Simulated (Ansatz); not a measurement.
# Debugging a many-body input for Zn3SbN3 (Cm)

A first try at the G0W0 gap of Zn3SbN3 (Cm), what the program said, and an input that works.

Calculated with Ansatz 0.2.0; G0W0 on PBE, plane waves, PAW; PAW set soft_1.

**1. Starting point**

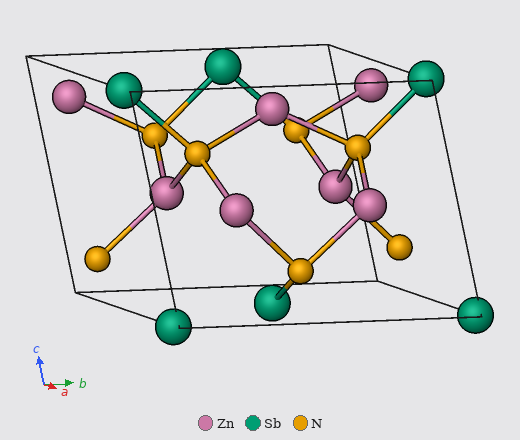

The cell as given, slightly off an axis (zinc pink, antimony teal, nitrogen orange). This picture shows the conventional cell, with its axes. Bonds to atoms that aren't drawn are left out. Some periodic images of atoms are drawn too.

The cell and positions are those that the Materials Project relaxed with its own functionals (PBE, PBE+U or r2SCAN), kept fixed. Spin-orbit coupling is left out unless a step names it.

**2. First try**

File input.yaml:

```yaml
crystal:
  lattice:
    - [3.3938895471, -3.283248115, 0.0]
    - [3.3938895471, 3.283248115, 0.0]
    - [-3.2155964401, 0.0, 4.5561292986]
  atoms:
    - { symbol: Zn, position: [0.64265811, 0.64265811, 0.11808447] }
    - { symbol: Zn, position: [0.75601403, 0.31486041, 0.51982585] }
    - { symbol: Zn, position: [0.31486041, 0.75601403, 0.51982585] }
    - { symbol: Sb, position: [0.06050886, 0.06050886, 0.00241463] }
    - { symbol: "N", position: [0.41103526, 0.94206134, 0.29988336] }
    - { symbol: "N", position: [0.94206134, 0.41103526, 0.29988336] }
    - { symbol: "N", position: [0.698722, 0.698722, 0.81219049] }
kpoints:
  mp_grid: { grid: [4, 4, 4] }
hamiltonian:
  xc: pbe
  pseudopotentials: { kind: paw, azcp: { folder: soft_1 } }
scf:
  occupations: { method: fixed }
gw:
  n_empty_bands: 107
  ecut_chi: 5
  qp_bands: [v2, c2]
  qp_kpoints: band_edges
  screening: { model: contour_deformation }
```

Started as:

```
ansatz run input.yaml --threads 2 --pin off --max-ram 92160MiB --backend cuda --events-out ev --progress --plain --runs-dir out --devices 1 --max-vram 13GiB
```

Numbers of over 12 decimals in the logs are rounded to 6 here.

Output:

```text
GPUs: using 1 of 1 available (devices: 1).
Engine: ansatz 0.2.0, x86_64-unknown-linux-gnu
Pseudopotentials: kind: paw
Pseudopotential: Zn, paw, valence charge 12, recommended cutoff 420 eV (normal), soft_1/Zn.paw.azcp
Pseudopotential: Sb, paw, valence charge 15, recommended cutoff 420 eV (normal), soft_1/Sb.paw.azcp
Pseudopotential: N, paw, valence charge 5, recommended cutoff 420 eV (normal), soft_1/N.paw.azcp
Functional definition: PBE
  parameter kappa = 0.804
  parameter beta = 0.066725
  exchange = pbe_x(kappa = kappa, mu = beta*pi^2/3)
  correlation = pbe_c(beta = beta)
device memory: the entry about to start is reckoned to put 1.4 GiB on a device that reports 70.2 GiB free (of which the cap on the GPU budget leaves the run 13.0 GiB)
GPU FFT provider: cuFFT
GPU libraries: cuBLAS 13.8.2, cuFFT 12.4.0, cuSOLVER 12.3.4
Crystal: 7 atoms, lattice volume = 101.538 Å³
Basis set: ecut = 420 eV, 1987 PW (Γ)
Bands: 40, of which v1, the nominal top of the filled ones, is band 33 counted from 1 (32 counted from 0)
Symmetry: 2 space group operations
Space group: Cm (ITA 8), of the structure as read, at distance tolerance 4.7e-5 Å
k-points: 24 of 64 (time reversal used)
Non-local potential: Zn, projectors of the file, l = 0: 2, l = 1: 2, l = 2: 3, l = 3: 1
Non-local potential: Sb, projectors of the file, l = 0: 2, l = 1: 2, l = 2: 2, l = 3: 1
Non-local potential: N, projectors of the file, l = 0: 2, l = 1: 2, l = 2: 1
PAW form: soft (Blöchl's): semilocal exchange-correlation on the pseudo side does not see the compensation charge
PAW one-centre angular grid: Zn, 590 points (default); XC on 64 Gauss nodes
PAW one-centre angular grid: Sb, 590 points (default); XC on 64 Gauss nodes
PAW one-centre angular grid: N, 110 points (default); XC on 64 Gauss nodes
Initial density: superposition of atomic densities (chi_scale 0.1, normalization cell, long waves kept (reshape's long-wave potential 0.03 eV rms))
Initial wavefunctions: pseudopotential atomic-orbital guess
GPU buffer pool allocated for 40960 grid points (all kernels)
GPU transforms: local potential and band sums: pruned to the plane-wave sphere, on 32×32×40
Functional: x = pbe(κ = 0.804, μ = 0.219515), c = pbe(β = 0.066725)
SCF iter   1: F=—  HF=-17594.624425 eV  |F-HF|=—  |Δ(HF+E_count)|=         —  Δρ=7.68e-2  dr2=7.41e0  ethr=3.10e-3  ⟨swp⟩=4.9  Hψ=3781  notcnv=0  defer=117
preconditioner: auto → Resta (q_TF=auto, 2.539 Å⁻¹)  ε∞=5.2  [insulator: Δε(μ)=2.150 eV  Ē_g=14.526 eV  n_scr=30 (ndim 8)  ℏωp=29.9 eV  f_vac=0.006  ε∞_Penn≈5.2]
SCF iter   2: F=—  HF=-17592.876989 eV  |F-HF|=—  |Δ(HF+E_count)|=    1.75e0  Δρ=2.91e-2  dr2=5.28e-1  ethr=3.10e-3  ⟨swp⟩=3.0  Hψ=1963  notcnv=0  defer=120
SCF iter   3: F=—  HF=-17592.782953 eV  |F-HF|=—  |Δ(HF+E_count)|=   9.40e-2  Δρ=1.55e-2  dr2=1.94e-1  ethr=8.00e-4  ⟨swp⟩=3.0  Hψ=1775  notcnv=0  defer=120
SCF iter   4: F=—  HF=-17592.777374 eV  |F-HF|=—  |Δ(HF+E_count)|=   5.58e-3  Δρ=9.10e-3  dr2=4.52e-2  ethr=2.93e-4  ⟨swp⟩=2.2  Hψ=1516  notcnv=0  defer=120
SCF iter   5: F=—  HF=-17592.765761 eV  |F-HF|=—  |Δ(HF+E_count)|=   1.16e-2  Δρ=2.02e-3  dr2=3.27e-3  ethr=6.84e-5  ⟨swp⟩=2.0  Hψ=1776  notcnv=0  defer=120
SCF iter   6: F=—  HF=-17592.767302 eV  |F-HF|=—  |Δ(HF+E_count)|=   1.54e-3  Δρ=4.10e-4  dr2=1.85e-4  ethr=4.95e-6  ⟨swp⟩=2.0  Hψ=1582  notcnv=0  defer=120
SCF iter   7: F=—  HF=-17592.767482 eV  |F-HF|=—  |Δ(HF+E_count)|=   1.80e-4  Δρ=2.57e-4  dr2=6.60e-5  ethr=2.81e-7  ⟨swp⟩=2.0  Hψ=1693  notcnv=0  defer=119
SCF iter   8: F=—  HF=-17592.767503 eV  |F-HF|=—  |Δ(HF+E_count)|=   2.10e-5  Δρ=2.21e-4  dr2=4.39e-5  ethr=1.00e-7  ⟨swp⟩=2.0  Hψ=1560  notcnv=0  defer=76
SCF iter   9: F=—  HF=-17592.767495 eV  |F-HF|=—  |Δ(HF+E_count)|=   8.11e-6  Δρ=4.50e-5  dr2=1.52e-6  ethr=6.66e-8  ⟨swp⟩=2.0  Hψ=1486  notcnv=0  defer=74
[...]
device memory: the entry about to start is reckoned to put 2.9 GiB on a device that reports 70.2 GiB free (of which the cap on the GPU budget leaves the run 13.0 GiB)
NSCF: frozen V_eff on 24 k-points
G₀W₀ screening: q 1/24
[... further progress lines ...]
device memory: the entry about to start is reckoned to put 0.6 GiB on a device that reports 64.6 GiB free (of which the cap on the GPU budget leaves the run 13.0 GiB)
NSCF: frozen V_eff on 1 k-points
device memory: the entry about to start is reckoned to put 0.6 GiB on a device that reports 64.6 GiB free (of which the cap on the GPU budget leaves the run 13.0 GiB)
NSCF: frozen V_eff on 1 k-points
device memory: the entry about to start is reckoned to put 0.6 GiB on a device that reports 64.6 GiB free (of which the cap on the GPU budget leaves the run 13.0 GiB)
NSCF: frozen V_eff on 1 k-points
device memory: the entry about to start is reckoned to put 0.6 GiB on a device that reports 64.6 GiB free (of which the cap on the GPU budget leaves the run 13.0 GiB)
NSCF: frozen V_eff on 1 k-points
SCF converged after 12 iterations
Free energy (F): -17592.767496 eV
Harris-Foulkes:  -17592.767496 eV  (|F-HF|=9.56e-9)
Internal energy: -17592.767496 eV  (E = F + TS)
E sigma→0 (E₀):  -17592.767496 eV
Fermi energy:    8.560593 eV
--- Per-component energies (eV) ---
  E_band       = -45.593184
  E_kinetic    = 987.518133
  E_local      = -8043.394320  (includes V_loc(G=0)·N_el)
  E_nonlocal   = 2958.273456
  E_hartree    = 3098.834214
  E_xc         = -510.365500
  E_vxc        = -467.213660  (∫ρ·V_xc dr)
  E_paw        = -10621.606737  (= ΣΔE_a)
  E_vpaw       = -1678.443080  (= ΣTr[D̂ρ^β])
  E_aug_tail   = 0.002015  (compensation charges beyond the density's cutoff)
  E_ewald      = -5462.028759
  E_smearing   = -0.000000  (= −TS)
  E_closure    = 0.000000  (closes the sum)
  Σ components = -17592.767496   (vs F -17592.767496, Δ=0.00e0)
--- Band table (eV; the first three rows and the last of 24) ---
  k-point 0: bands = [... 29 lower, 5.9511, 7.2895, 7.6413, 7.9778, 10.8624, 11.8003, 12.5909, 12.9973, ... 3 higher]
  k-point 1: bands = [... 29 lower, 6.4645, 7.3551, 7.6157, 8.3549, 9.9926, 11.9221, 12.2162, 13.1084, ... 3 higher]
  k-point 2: bands = [... 29 lower, 7.0056, 7.1857, 7.3892, 8.2869, 10.3845, 11.2203, 11.4816, 13.4601, ... 3 higher]
  k-point 23: bands = [... 29 lower, 7.2666, 7.4235, 7.9664, 8.4089, 11.7638, 12.5638, 13.1683, 13.3229, ... 3 higher]
--- G₀W₀: contour deformation, 6 samples at zero and on the imaginary axis and 2 off it, 64 q-points, 107 empty bands' worth ---
  eigenvalues of the whole cell's RPA ε∞ on this k-mesh (on a slab, of 1 + 4πα/V) = 7.9467, 8.7797, 8.9060; static W/v taken at q = 0 is 0.117218
  gw.qp_kpoints: band_edges: 24 of 24 stored k-points solved, in 2 passes; an edge of the gap read off the rows below is read off those points alone
    ik  band        ε_KS         Σx   Σc(E_QP)       V_xc       Z   E_QP_lin       E_QP  E_QP is
     0    32      7.6413   -25.2702     3.2166   -20.9073  0.8166     6.4602     6.4950  root
     0    33      7.9778   -25.3477     3.0191   -21.1778  0.8189     6.7937     6.8271  root
     0    34     10.8624   -10.7158    -2.7964   -14.5119  0.8333    11.8807    11.8620  root
     0    35     11.8003   -13.2262    -2.7989   -16.9492  0.8227    12.7431    12.7243  root
     1    32      7.6157   -25.2692     3.2367   -20.9011  0.8171     6.4510     6.4843  root
     1    33      8.3549   -23.5305     2.6552   -20.0887  0.8247     7.5566     7.5684  root
     1    34      9.9926   -11.6020    -2.4913   -14.9433  0.8374    10.8538    10.8426  root
     1    35     11.9221   -10.3239    -3.0924   -14.6183  0.8230    13.1625    13.1241  root
     2    32      7.3892   -24.3689     3.2699   -20.0658  0.8152     6.3282     6.3560  root
     2    33      8.2869   -23.1070     2.5186   -19.8979  0.8258     7.5878     7.5964  root
     2    34     10.3845   -11.6563    -2.6066   -15.2221  0.8327    11.3607    11.3437  root
     2    35     11.2203   -10.2083    -2.8862   -14.1243  0.8320    12.2719    12.2501  root
     3    32      7.5415   -25.6323     3.2673   -21.1519  0.8147     6.2869     6.3284  root
     3    33      8.3033   -23.4654     2.7294   -19.8973  0.8234     7.4504     7.4647  root
[...]
22    35     12.0825   -10.8490    -3.2046   -15.2930  0.8170    13.3667    13.3219  root
    23    32      7.9664   -26.6342     3.3023   -22.0748  0.8202     6.6676     6.7093  root
    23    33      8.4089   -25.8767     3.1414   -21.6702  0.8218     7.3182     7.3437  root
    23    34     11.7638    -9.1635    -3.1276   -13.4518  0.8241    12.9577    12.9245  root
    23    35     12.5638   -10.0490    -3.3748   -14.5820  0.8101    13.7650    13.7221  root
```

It took 19 s on 1 × NVIDIA H100 80GB HBM3 (shared by 6 runs) with 2 threads of AMD EPYC 7R13 (Zen 3), shared host; peak memory 1.2 GiB; 30 s of CPU time.

Q: What is the fault?

The run ended normally, though the input holds a fault or crude settings.

The fault: screening cutoff of a few eV. Such a cutoff keeps only a few plane waves in the dielectric matrix, so local fields and the Coulomb hole are lost.

It printed a gap of 3.18 eV, which is an artefact of the settings.

**3. A better input**

Now the one-shot GW correction: screening in the RPA, then the self-energy of the levels asked for. This step takes PAW set soft_1 files.

input.yaml, as its differences from that of step 2:

```diff
@@ -21,4 +21,4 @@
 gw:
-  n_empty_bands: 107
-  ecut_chi: 5
+  n_empty_bands: 423
+  ecut_chi: 150.0
   qp_bands: [v2, c2]
```

Output:

```text
GPUs: using 1 of 1 available (devices: 1).
[...]
GPU FFT provider: cuFFT
GPU libraries: cuBLAS 13.8.2, cuFFT 12.4.0, cuSOLVER 12.3.4
Crystal: 7 atoms, lattice volume = 101.538 Å³
Basis set: ecut = 420 eV, 1987 PW (Γ)
Bands: 40, of which v1, the nominal top of the filled ones, is band 33 counted from 1 (32 counted from 0)
Symmetry: 2 space group operations
[...]
k-points: 24 of 64 (time reversal used)
[...]
GPU buffer pool allocated for 40960 grid points (all kernels)
[...]
SCF iter   1: F=—  HF=-17594.624425 eV  |F-HF|=—  |Δ(HF+E_count)|=         —  Δρ=7.68e-2  dr2=7.41e0  ethr=3.10e-3  ⟨swp⟩=4.9  Hψ=3781  notcnv=0  defer=117
[...]
SCF iter  12: F=-17592.767496 eV  HF=-17592.767496 eV  |F-HF|=9.56e-9  |Δ(HF+E_count)|=   6.20e-9  Δρ=4.59e-6  dr2=1.83e-8  ethr=1.52e-10  ⟨swp⟩=9.4  Hψ=4252  notcnv=0
SCF 1 converged in 12 iterations: F = -17592.767496 eV  dr2 = 1.83e-8
[...]
0    32      7.6413   -25.2702     3.7199   -20.9073  0.7288     6.9881     6.9984  root
     0    33      7.9778   -25.3477     3.5231   -21.1778  0.7354     7.3215     7.3311  root
     0    34     10.8624   -10.7158    -3.6302   -14.5119  0.7796    11.0287    11.0282  root
     0    35     11.8003   -13.2262    -3.4763   -16.9492  0.7599    12.0482    12.0470  root
     1    32      7.6157   -25.2692     3.7463   -20.9011  0.7272     6.9843     6.9939  root
     1    33      8.3549   -23.5305     2.8749   -20.0887  0.7414     7.7818     7.7880  root
     1    34      9.9926   -11.6020    -3.2060   -14.9433  0.7815    10.1280    10.1278  root
     1    35     11.9221   -10.3239    -4.0376   -14.6183  0.7627    12.1804    12.1789  root
[...]
23    32      7.9664   -26.6342     3.9382   -22.0748  0.7286     7.3366     7.3453  root
    23    33      8.4089   -25.8767     3.6622   -21.6702  0.7280     7.8583     7.8645  root
    23    34     11.7638    -9.1635    -4.0535   -13.4518  0.7668    11.9997    11.9986  root
    23    35     12.5638   -10.0490    -4.2452   -14.5820  0.7477    12.8541    12.8517  root
[key lines of the parts left out:]
SCF converged after 12 iterations
Free energy (F): -17592.767496 eV
Fermi energy:    8.560593 eV
```

It took 39 s on 1 × NVIDIA H100 80GB HBM3 (shared by 6 runs) with 2 threads; peak memory 2.3 GiB.

This step gave:

- bands summed: 456
- RPA ε∞ on this mesh (eigenvalues): 7.182, 8.131, 8.167
- plane waves in the screening matrix: 427
- q-points in the mesh: 64
- G0W0 gap on the mesh: 2.140 eV
- k of the valence top: 0.25, -0.25, 0
- k of the conduction bottom: 0, 0, 0.25
- starting gap on the mesh: 1.432 eV
- Z at the valence top: 0.7401
- Z at the conduction bottom: 0.7815
- least direct G0W0 gap on the computed points: 2.340 eV

The gap on the mesh goes from 1.43 eV to 2.14 eV, a correction of +0.71 eV. Between the two edge states, bare exchange in place of the xc potential would open the gap by 7.02 eV, and correlation takes back 6.31 eV.

**4. Summary of results**

- first try: converged after 19 s
- better run: G0W0 gap on the mesh 2.14 eV (4×4×4 mesh, 423 empty bands, screening to 150 eV, PAW set soft_1 files)

**Reading.** The second run differs in: empty bands and screening cutoff (eV). Bands and cutoff are finite, so the gap is not at the basis limit. The miss can reach some tenths of an eV and take either sign; the mesh is an error of its own. A d shell, filled or nearly so, lies near the gap. One-shot GW converges very slowly in bands there, not always from below, and on a semilocal start the gap tends to come out low; starts rich in exact exchange can overshoot instead. The many-body steps are scalar-relativistic: spin-orbit coupling is not in them.

[Paths, hosts, dates, memory and timing lines, banners, echoed tables and standing remarks are left out of the program output.]

[Logs are printed without paths, hosts, clocks, repeated set-up lines and the standing remarks that a program may print on its own settings, such as how far it seeks lower states.]

[Runs of the session that timed out or met a known fault of the program may be left out.]

[Cells called generated may have been cut or substituted from an entry of the Crystallography Open Database or the Materials Project.]

[Hosts, paths, dates, database ids (printed as entryN), source tags and the programs' standing remarks are cut or masked in the printed files.]
